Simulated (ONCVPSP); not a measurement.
Cl: pseudopotential generation

- system: chlorine (Cl, Z = 17), core [Ne], reference valence 3s2 3p4 (an ion of charge +1), valence charge 7.
- method: ONCV potential, LDA (Perdew-Wang 92), scalar-relativistic, made with ONCVPSP 4.0.1

## Input
```
# ATOM AND REFERENCE CONFIGURATION
# atsym  z   nc   nv     iexc    psfile
  Cl 17.00    3    2  -001012      upf
#
#   n    l    f
    1    0    2.00
    2    0    2.00
    2    1    6.00
    3    0    2.00
    3    1    4.00
#
# PSEUDOPOTENTIAL AND OPTIMIZATION
# lmax
    1
#
#   l,   rc,      ep,       ncon, nbas, qcut
    0    0.95    0.00    4    9    8.80
    1    1.45    0.00    5    9    4.90
#
# LOCAL POTENTIAL
# lloc, lpopt,  rc(5),   dvloc0
    4    5    0.75   -1.00
#
# VANDERBILT-KLEINMAN-BYLANDER PROJECTORs
# l, nproj, debl
    0    2    3.00
    1    2    3.30
#
# MODEL CORE CHARGE
# icmod, fcfact, rcfact
    3    5.50    1.60
#
# LOG DERIVATIVE ANALYSIS
# epsh1, epsh2, depsh
   -3.00    5.00    0.02
#
# OUTPUT GRID
# rlmax, drl
    6.00    0.01
#
# TEST CONFIGURATIONS
# ncnf
    4
# nvcnf
#   n    l    f
    2
    3    0    2.00
    3    1    5.00
#
    2
    3    0    2.00
    3    1    3.00
#
    2
    3    0    2.00
    3    1    2.00
#
    2
    3    0    1.00
    3    1    6.00
#
```

Hardware: 1 CPU thread, shared host.

Launched with:
```bash
oncvpsp.x < Cl.dat > Cl.out
```

## Log (extracts)
```
ONCVPSP  (Optimized Norm-Conservinng Vanderbilt PSeudopotential)
scalar-relativistic version 4.0.1

#   n    l    f        energy (Ha)
    1    0    2.00    -1.0124471E+02
    2    0    2.00    -9.7209063E+00
    2    1    6.00    -7.5136509E+00
    3    0    2.00    -1.1782566E+00
    3    1    4.00    -7.1696583E-01

Reference configufation results
  iterations    21
  all-electron total energy (Ha)   -4.59603778D+02

Begin loop to  construct optimized pseudo wave functions
and semi-local pseudopoentials for all angular momenta

   Wellstate for l =  0  n =  5
     eigenvalue =   1.8217
     asymptotic potential =   2.3217
     half-point radius =  3.1412

Calculating optimized projector #   1

 for l=   0

    Fraction of norm inside rc  0.142455
    Optimizing pswf for qcut=   8.80 a_B^-1,  ecut=  38.72 Ha

optimize: ERROR ps0norm > uunorm, code will stop
```

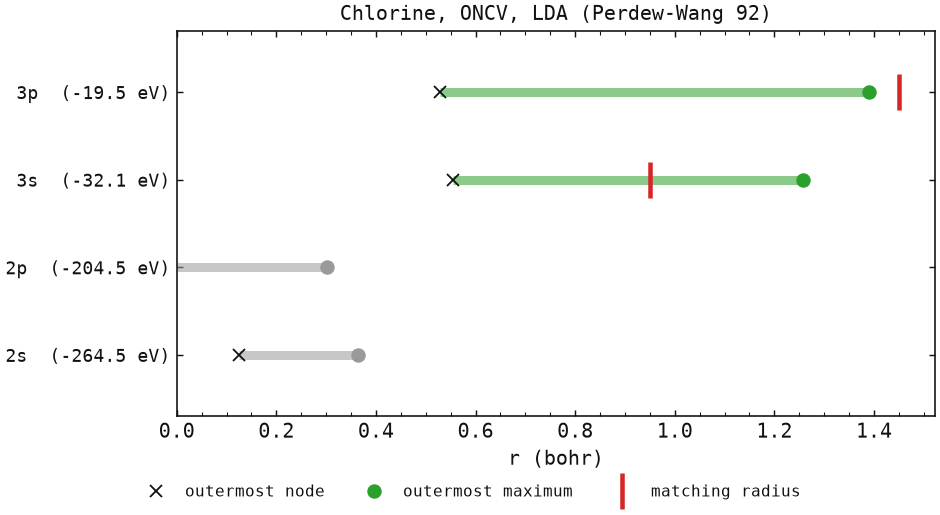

Outer shells of the all-electron reference atom: each bar runs from the outermost node (or the nucleus) to the outermost maximum of u(r); the tick is the radius chosen for the pseudo-wave. Shells without a tick have no pseudo-wave of their own. Levels, nodes and maxima are from ld1.x, scalar-relativistic.

- Radii against the shells: 3s: 0.95 bohr, between node and maximum; 3p: 1.45 bohr, outside the maximum.

## What the run reported

| quantity | value |
| --- | --- |
| outcome | ended with an error |

## What went wrong

The generator stopped with the message “optimize: ERROR ps0norm > uunorm, code will stop”. In words: the continuity conditions at rc already need more norm inside rc than the all-electron wave has, so norm conservation cannot be met. It was at work on the s channel when it stopped.
